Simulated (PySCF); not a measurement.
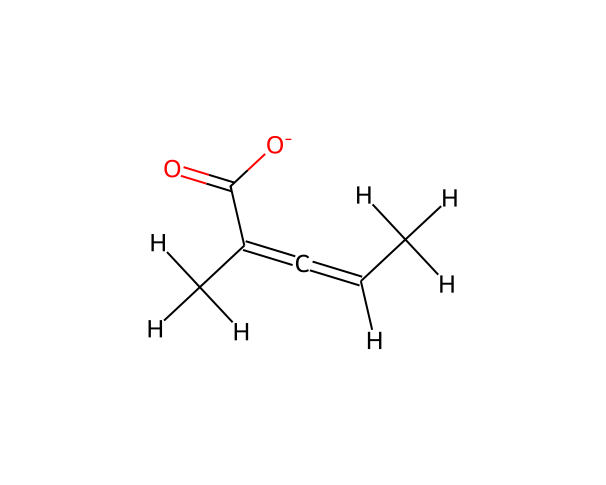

A structural formula. State: charge −1, singlet.

**Give its SMILES.**

CC=C=C(C)C(=O)[O-]

**Give the formula, hydrogens included.**

C6H7O2, charge -1.

**An optimisation with GFN2-xTB gave a structure of which point group?**

C1. Other conformers may differ.

More results for the same structure follow; atom numbers are the same in all pictures, views and colours differ. The computed structure is the end point of a GFN2-xTB optimisation. No frequency run is at hand to confirm it as a minimum.

**Geometry**

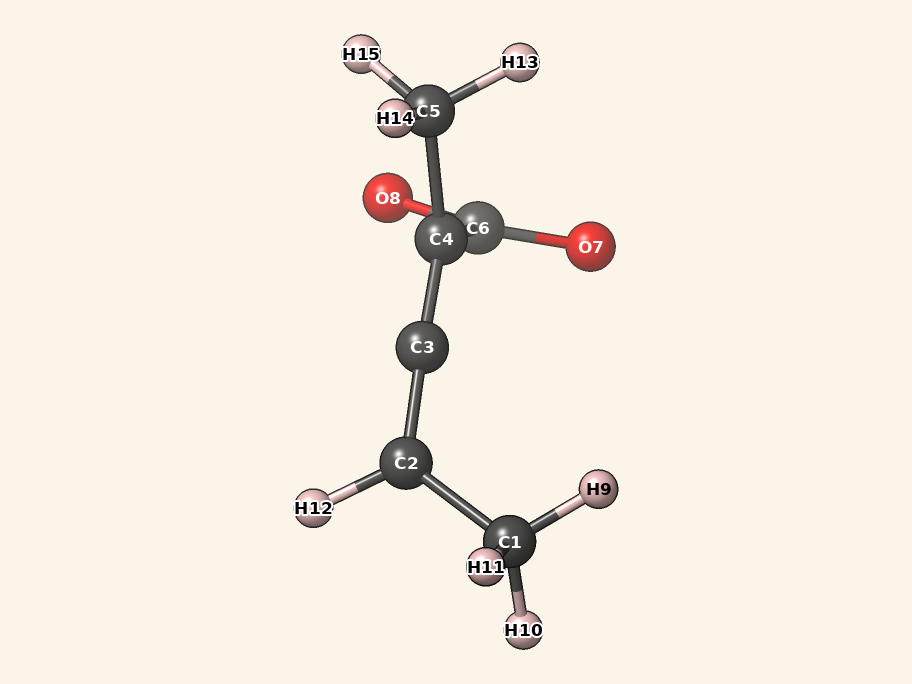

C6 lies behind C4. The molecule seen a little off the C4–C6 bond, C4 in front. Atoms fade into the background with distance from the viewer. No frequency run is at hand to confirm it as a minimum.

**What is the torsion angle C5–C4–C6–O7? The sign is positive where the front bond must turn clockwise to cover the back bond.**

101°, anticlinal.

**Electronic properties**

No frequency run is at hand to confirm it as a minimum. Level of theory: PBE0/def2-SVPD, gas phase (PySCF 2.14.0).

**What is the HOMO energy (Kohn–Sham orbital)?**

−1.71 eV.

**Estimate the mean static polarisability.**

96.9 bohr³.

**Charges**

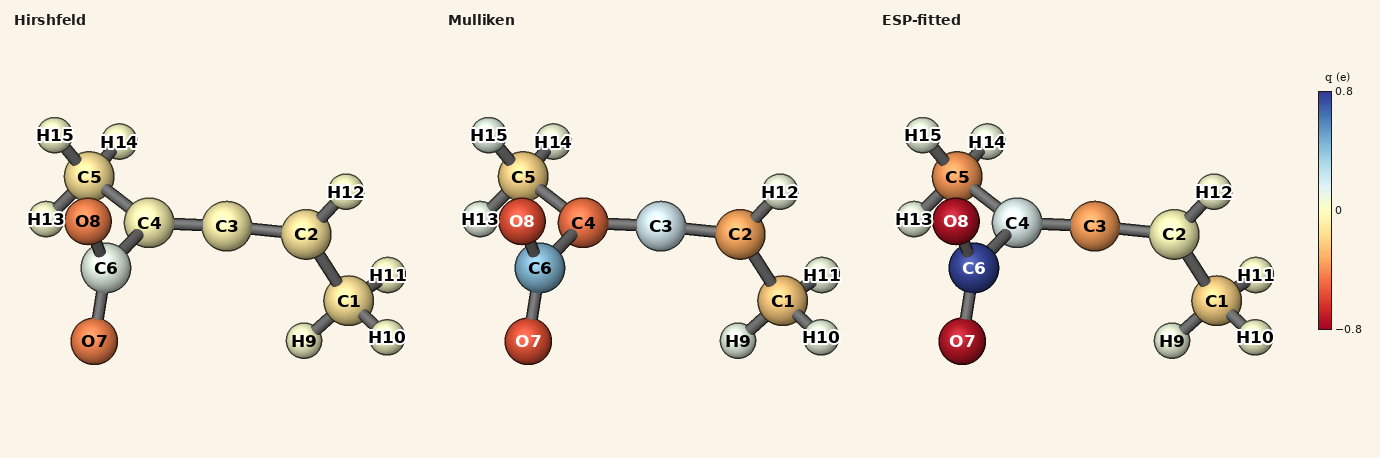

Atomic charges of one calculation by 3 schemes, on one colour scale. No frequency run is at hand to confirm it as a minimum. Level of theory: PBE0/pcSseg-1 (PySCF 2.14.0).

**On which atom do the schemes disagree most?**

On C6 (from 0.12 to 0.76 e).

List the charges (e), one line for each set of equivalent atoms.

```tsv
atom	Hirshfeld	Mulliken	ESP-fitted
C1	−0.13	−0.22	−0.19
C2	−0.11	−0.33	−0.01
C3	−0.06	0.19	−0.35
C4	−0.04	−0.46	0.14
C5	−0.13	−0.18	−0.36
C6	0.12	0.43	0.76
O7	−0.42	−0.55	−0.72
O8	−0.42	−0.55	−0.73
H9	0.04	0.11	0.08
H10	0.03	0.10	0.04
H11	0.02	0.08	0.02
H12	0.02	0.08	0.05
H13	0.03	0.11	0.10
H14	0.02	0.07	0.08
H15	0.03	0.11	0.10
```

**NMR shielding**

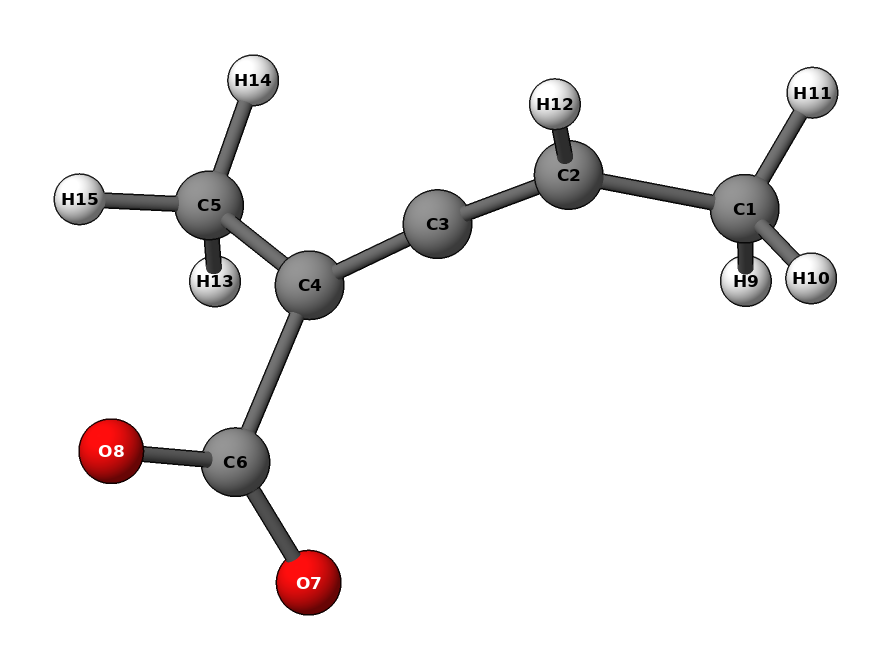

The questions are on isotropic NMR shieldings of the C atoms. No frequency run is at hand to confirm it as a minimum. Method: GIAO PBE0/pcSseg-1 NMR shielding, non-relativistic, gas phase (PySCF 2.14.0).

Give the isotropic NMR shieldings of the C atoms atom by atom.

```tsv
atom	σ (ppm)
C1	165.7
C2	109.9
C3	−20.8
C4	76.2
C5	165.4
C6	20.9
```

Mulliken values depend strongly on the basis set and can even reverse the polarity of a bond.
